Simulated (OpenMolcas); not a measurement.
# SiNH4O (SMILES N[SiH]O): levels of theory compared

We compute a comparison of 5 runs (UHF/STO-3G, UHF/6-311+G**, UB3LYP/6-31G*, UPBE0/6-311+G**, ROMP2/6-311+G**) of SiNH4O. 

The calculation is run with OpenMolcas 26.06.

### 1 The system as given

The species is SiNH4O (7 atoms), meant as a doublet with charge 0. As SMILES, `N[SiH]O`. Geometry: relaxed at PBE0-D4/def2-TZVP. This is one conformer, not always the lowest.

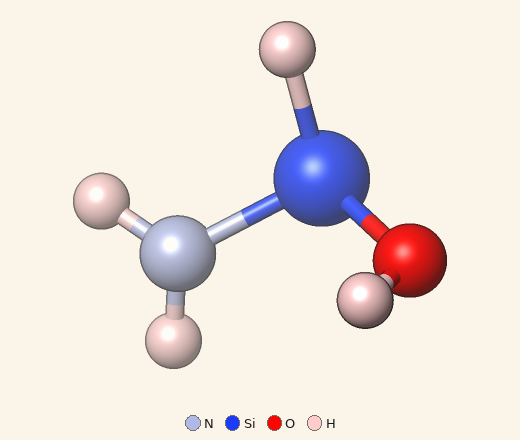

The structure, seen from a chosen angle (nitrogen light blue, silicon blue, oxygen red, hydrogen pink).

### 2 Energy and forces at UHF/STO-3G (run 1)

Input file mol.input:

```
&gateway
  baslib = $CurrDir
  coord
  7
  angstrom
  N       -0.694900       0.548300      -0.575200
  Si       0.293100       0.159000       0.781300
  O        1.622900      -0.672400       0.270300
  H       -0.355900       1.168100      -1.294800
  H       -1.685800       0.673200      -0.432900
  H       -0.599100      -0.661900       1.664700
  H        1.480900      -1.282400      -0.459000
  basis = STO-3G
  group = NoSym

&seward

&scf
  uhf
  spin = 2
  thresholds = 1e-10 1e-07 1e-07 1e-05
  prorbitals = 1

&alaska
```

The basis set STO-3G is read from a file made from the Basis Set Exchange's data (not shown).

The run is started by

```sh
export MOLCAS_MEM=1860
pymolcas mol.input > mol.log
```

What it wrote:

```text
--- Start Module: gateway ---
[...]
--- Stop Module: gateway /rc=_RC_ALL_IS_WELL_ ---
[...]
      Basis functions           23
[...]
--- Start Module: scf ---
[...]
       Convergence after  14 Iterations
[...]
::    Total SCF energy                               -415.4733635773
[...]
      Total spin, S                                     0.5012935073
[...]
      Total electronic charge=   33.000000
      Total            charge=   -0.000000
[...]
      Dipole Moment (debye):
      Origin of the operator (angstrom)=    0.3751    0.0204    0.2839
                   X= -9.8717E-01               Y=  1.2154E+00               Z= -1.4261E-01           Total=  1.5723E+00
      Quadrupole Moment (debye*angstrom):
[...]
--- Stop Module: scf /rc=_RC_ALL_IS_WELL_ ---
--- Start Module: alaska ---
[...]
 *              Molecular gradients               *
 **************************************************
  Irreducible representation: a
 ------------------------------------------------------------------------------------------
                              X                       Y                       Z
 ------------------------------------------------------------------------------------------
  N1               -5.84232618079294E-03    1.51366676981630E-02   -1.84076909492337E-03
  SI2               2.93540912234302E-02    2.53982547337017E-03   -2.68620747807304E-02
  O3               -2.42615230717522E-02   -6.67137602996704E-03   -1.88885004702716E-02
  H4               -5.98191863684039E-04   -8.08087098403698E-03    6.22027912898160E-03
  H5                8.49721634196099E-03   -4.56702950025978E-03    6.26271465212019E-04
  H6               -1.97361207317415E-02   -1.31317789496701E-02    2.00096794986111E-02
  H7                1.25868542825433E-02    1.47745622923900E-02    2.07351142530912E-02
 ------------------------------------------------------------------------------------------
--- Stop Module: alaska /rc=_RC_ALL_IS_WELL_ ---
[...]
```

It took 2 s on 1 thread of Arm Neoverse V1, shared host; peak memory 0.37 GiB.

### 3 Energy and forces at UHF/6-311+G(d,p) (run 2)

Input file calc.inp:

```
>>> EXPORT MOLCAS_PRINT=2

&GATEWAY
 BasLib
 $CurrDir
 Coord
 7
 angstrom
 N       -0.694900       0.548300      -0.575200
 Si       0.293100       0.159000       0.781300
 O        1.622900      -0.672400       0.270300
 H       -0.355900       1.168100      -1.294800
 H       -1.685800       0.673200      -0.432900
 H       -0.599100      -0.661900       1.664700
 H        1.480900      -1.282400      -0.459000
 Basis
 6-311pGss
 Group
 NoSym

&SEWARD

&SCF
 UHF
 Spin
 2
 Thresholds
 1e-10 1e-07 1e-07 1e-05
 PrOrbitals
 1 1

&ALASKA
```

The basis set 6-311+G** is read from a file made from the Basis Set Exchange's data (not shown).

The run is started by

```sh
export MOLCAS_MEM=1860
pymolcas calc.inp > calc.log
```

What it wrote:

```text
--- Start Module: gateway ---
[...]
--- Stop Module: gateway /rc=_RC_ALL_IS_WELL_ ---
[...]
      Basis functions           98
[...]
--- Start Module: scf ---
[...]
       Convergence after  17 Iterations
[...]
::    Total SCF energy                               -420.6512198573
[...]
      Total spin, S                                     0.5019116070
[...]
      Total electronic charge=   33.000000
      Total            charge=   -0.000000
[...]
      Dipole Moment (debye):
      Origin of the operator (angstrom)=    0.3751    0.0204    0.2839
                   X= -1.7095E+00               Y=  6.2376E-01               Z= -1.3698E+00           Total=  2.2777E+00
      Quadrupole Moment (debye*angstrom):
[...]
--- Stop Module: scf /rc=_RC_ALL_IS_WELL_ ---
[...]
--- Start Module: alaska ---
[...]
 *              Molecular gradients               *
 **************************************************
  Irreducible representation: a
 ------------------------------------------------------------------------------------------
                              X                       Y                       Z
 ------------------------------------------------------------------------------------------
  N1                4.25731278240082E-03   -9.03706473621717E-03    4.53480628960801E-03
  SI2               3.06486602288603E-03    4.02944791353477E-03   -4.14638736727113E-03
  O3                8.45302198947451E-03    1.20973354108243E-02    1.71213325886726E-02
  H4                4.66716319319183E-03    6.33900091555040E-03   -6.64620556929485E-03
  H5               -1.01921540661456E-02    1.53698563696769E-03    2.81466884164044E-03
  H6               -4.38363539457098E-03   -2.91786771581126E-03    2.30240259269499E-03
  H7               -5.86657452722381E-03   -1.20478374248010E-02   -1.59806173760555E-02
 ------------------------------------------------------------------------------------------
--- Stop Module: alaska /rc=_RC_ALL_IS_WELL_ ---
[...]
```

Run time: 13 s. Hardware: 1 thread of Arm Neoverse V1, shared host; peak memory 0.55 GiB.

Runs 3 to 4 aren't shown in full; the table further down has their settings and results.

### 4 The energy at ROMP2/6-311+G(d,p) (run 5)

Input file calc.input:

```
&gateway
  baslib=$CurrDir
  basisset
  N.6-311pGss....
  N1 -0.694900 0.548300 -0.575200 angstrom
  End of Basis
  basisset
  Si.6-311pGss....
  Si2 0.293100 0.159000 0.781300 angstrom
  End of Basis
  basisset
  O.6-311pGss....
  O3 1.622900 -0.672400 0.270300 angstrom
  End of Basis
  basisset
  H.6-311pGss....
  H4 -0.355900 1.168100 -1.294800 angstrom
  H5 -1.685800 0.673200 -0.432900 angstrom
  H6 -0.599100 -0.661900 1.664700 angstrom
  H7 1.480900 -1.282400 -0.459000 angstrom
  End of Basis

&seward

&scf
  uhf
  spin=2
  thresholds=1e-10 1e-07 1e-07 1e-05
  prorbitals=1

&rasscf
  fileorb=$Project.UnaOrb
  spin=2
  nactel=1 0 0
  inactive=16
  ras2=1
  outorbitals=Canonical
  orblisting=Few

&caspt2
  ipea=0.0
  frozen=7
```

The basis set 6-311+G** is read from a file made from the Basis Set Exchange's data (not shown).

The run is started by

```sh
export MOLCAS_MEM=1860
pymolcas calc.input > calc.log
```

What it wrote:

```text
--- Start Module: gateway ---
[...]
--- Stop Module: gateway /rc=_RC_ALL_IS_WELL_ ---
[...]
      Basis functions           98
[...]
       Convergence after  18 Iterations
[...]
::    Total SCF energy                               -420.6512198573
[...]
      Total spin, S                                     0.5019116055
[...]
--- Start Module: rasscf ---
[...]
      Number of active orbitals                  1
[...]
      Spin quantum number                      0.5
[...]
      Active orbitals                            1
[...]
      Number of CSFs                             1
[...]
      Number of root(s) required                 1
[...]
      Convergence after  8 iterations
[...]
      printout of CI-coefficients larger than  0.05 for root  1
      energy=    -420.649951
      conf/sym  1     Coeff  Weight
             1  u   1.00000 1.00000
      Natural orbitals and occupation numbers for root  1
      sym 1:   1.000000
      ************************************************************************************************************************
      *                                                    Final results                                                     *
[...]
::    RASSCF root number  1 Total energy:   -420.64995059
[...]
      Total electronic charge=   33.000000
      Total            charge=   -0.000000
[...]
      Dipole Moment (debye):
      Origin of the operator (angstrom)=    0.3751    0.0204    0.2839
                   X= -1.6999E+00               Y=  6.3668E-01               Z= -1.3448E+00           Total=  2.2591E+00
      Quadrupole Moment (debye*angstrom):
[...]
--- Stop Module: rasscf /rc=_RC_ALL_IS_WELL_ ---
[...]
--- Start Module: caspt2 ---
[...]
 ###    WARNING: User changed nr of frozen orbitals.                         ###
 ###############################################################################
[...]
      E2 (Variational):          -0.4783153963
      Total energy:            -421.1282659820
[...]
      Reference weight:           0.87409
[...]
::    CASPT2 Root  1     Total energy:   -421.12826598
[...]
--- Stop Module: caspt2 /rc=_RC_ALL_IS_WELL_ ---
[...]
```

It took 18 s on 1 thread of Arm Neoverse V1, shared host; peak memory 0.55 GiB.

### 5 The series

```csv
run,level,Cartesian functions,integration grid,energy (Eh),dipole moment (D),HOMO energy (eV),LUMO energy (eV),wall time
1,UHF/STO-3G,no,–,-415.473364,1.57,-5.71,6.34,2 s
2,UHF/6-311+G**,no,–,-420.651220,2.28,-8.58,1.24,13 s
3,UB3LYP/6-31G* (Cartesian functions),yes,UltraFine,-421.876753,2.58,-4.90,-1.84,25 s
4,UPBE0/6-311+G**,no,UltraFine,-421.673958,2.44,-5.55,-1.81,50 s
5,ROMP2/6-311+G**,no,–,-421.128266,–,–,–,18 s
```

### 6 What came out

```
           quantity          value
run 5: total energy  -421.12827 Eh
```

What this shows: Over runs 1, 2, 3, 4 the dipole moment (its size) runs from 1.57 D (UHF/STO-3G) to 2.58 D (UB3LYP/6-31G*). The two ends differ in method and basis. Totals of different functionals can't be ranked against each other. In run 1 the basis is minimal, so the values are rough. All runs together took 1.8 min, the longest 50 s.
